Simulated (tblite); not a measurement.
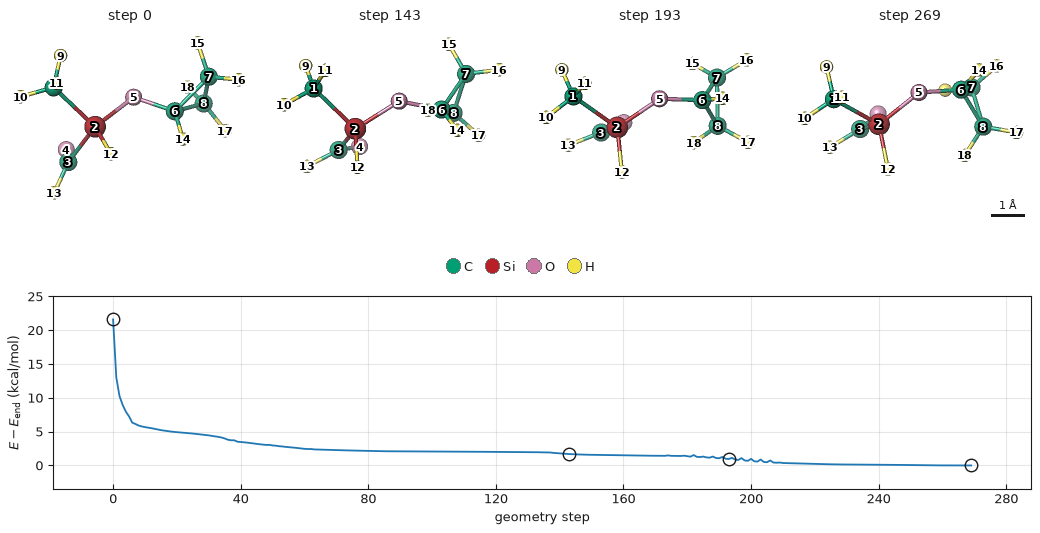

Frames of a relaxation of C$_{5}$H$_{10}$O$_{2}$Si, marked on the history of the run. The picture is a ball-and-stick view, seen from a free direction.

Theory: GFN2-xTB geometry optimisation, gas phase in tblite 0.8.0. 

What happens along the run?

Answer. After 269 geometry steps the energy has fallen by 21.6 kcal/mol. H18 moves most after the best rigid fit: 2.69 Å. By element the largest moves are H 2.69 Å, O 1.56 Å, C 1.27 Å, Si 0.15 Å. Near-neighbour distances that change, for instance: Si2–O5 1.717 → 1.611 Å, Si2–C3 1.848 → 1.930 Å, C6–C8 1.548 → 1.496 Å, C8–H18 1.122 → 1.079 Å. Bond angles that change, for instance: Si2–O5–C6 113.9° → 136.0°, O5–C6–H14 123.9° → 109.4°, O5–C6–C8 111.2° → 121.9°. Groups turn about O5–C6 by about 160°, C1–Si2 by about 45°, Si2–O5 by about 45°. The run took 3.4 s on 1 thread of Arm Neoverse N1 (shared host). From step 0 to 143: H13 moves most (1.13 Å), energy −19.9 kcal/mol. From step 143 to 193: H atoms move most (1.18 Å), energy −0.73 kcal/mol. From step 193 to 269: H18 moves most (0.81 Å), energy −0.95 kcal/mol.
